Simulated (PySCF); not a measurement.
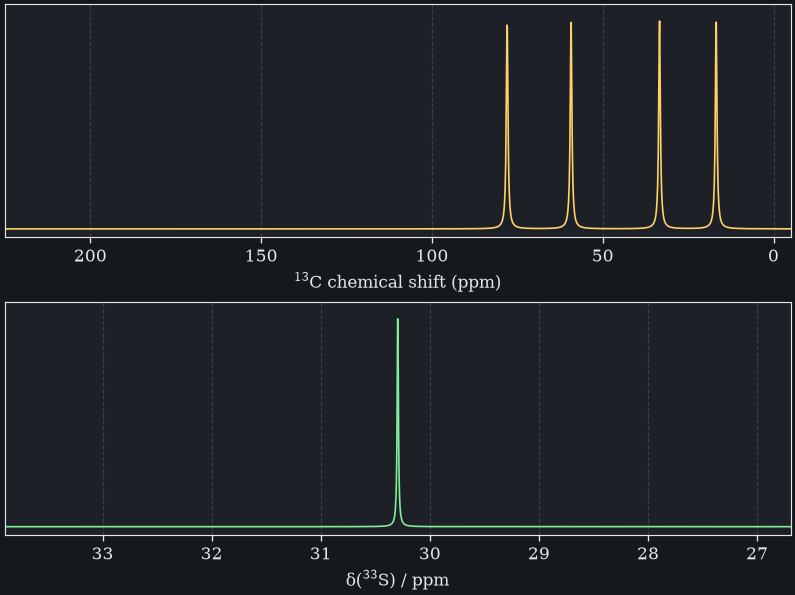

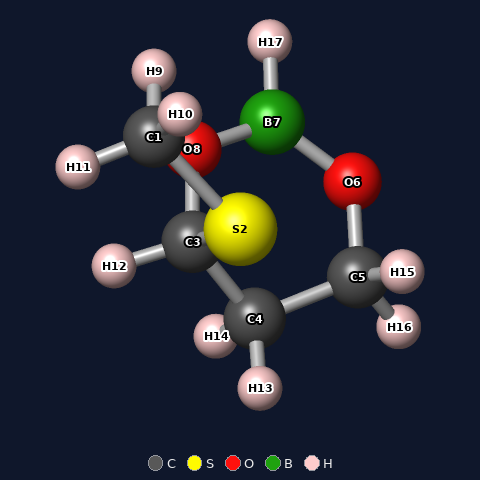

Spectrum and numbered structure of C₄H₉BO₂S, SMILES CS[C@@H]1CCOBO1. GIAO shifts, PBE0/pcSseg-1 in PySCF, at a PBE0-D3(BJ)/def2-SVP geometry (no frequency check), against TMS for ¹³C and CS₂ for ³³S computed at the same level. Gas phase, fully decoupled, line heights follow the number of nuclei, widths are arbitrary (no quadrupolar broadening); values of one conformer, averaged over methyl-type rotors and exact or near symmetry; other conformers aren't averaged in.

> Which atoms give which ¹³C line?

```csv
δ (ppm),nuclei,atoms
78.0,1,C3
59.3,1,C5
33.4,1,C4
16.8,1,C1
```

> Where does the ³³S line lie?

At 30.3 ppm (S2).
